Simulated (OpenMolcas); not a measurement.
# A ladder of methods for BF2 (SMILES F[B]F)

The species is BF2 (3 atoms), meant as a doublet with charge 0. SMILES: `F[B]F`. The shape is that of a PBE0-D4/def2-TZVP optimisation.

```xyz
3

F     0.5131   -1.0443    0.1600
B     0.2790    0.2405    0.1813
F    -0.8029    0.7389   -0.3546
```

Quantity: the energy change with the F1–B2 bond stretched from 1.306 to 1.633 Å, in eV. The values are calculated.

| level | kind | program | value (eV) | less FCI/STO-3G | CPU time (all runs) |
| --- | --- | --- | --- | --- | --- |
| UHF/STO-3G | Hartree–Fock | OpenMolcas | 1.78 | +0.41 | 3.4 s |
| USVWN5/STO-3G | LDA | OpenMolcas | 1.42 | +0.05 | 6.9 s |
| UPBE/STO-3G | GGA | OpenMolcas | 1.19 | -0.18 | 7.9 s |
| U-r2SCAN/STO-3G | meta-GGA | OpenMolcas | 1.35 | -0.02 | 10 s |
| UPBE0/STO-3G | global hybrid | OpenMolcas | 1.46 | +0.09 | 7.8 s |
| CASSCF(3,3)/STO-3G | multireference | OpenMolcas | 1.77 | +0.40 | 3.5 s |
| FCI/STO-3G | exact in the basis | OpenMolcas | 1.37 | 0.00 | 56 s |

FCI/STO-3G is exact within its basis and frozen core, so for wave-function methods in that basis the difference is their error; functionals converge differently with the basis, so for them it is only a difference. The first shape isn't each level's own minimum. The values span 1.19 to 1.78 eV. All rows use very small basis sets, so even the best lies far from the true value. Times are those of the runs behind each value, whatever else they computed, on shared processors of several kinds: orders of magnitude only.

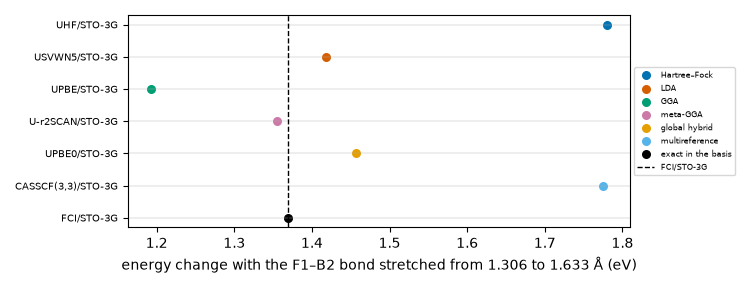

The values of the table, level by level.
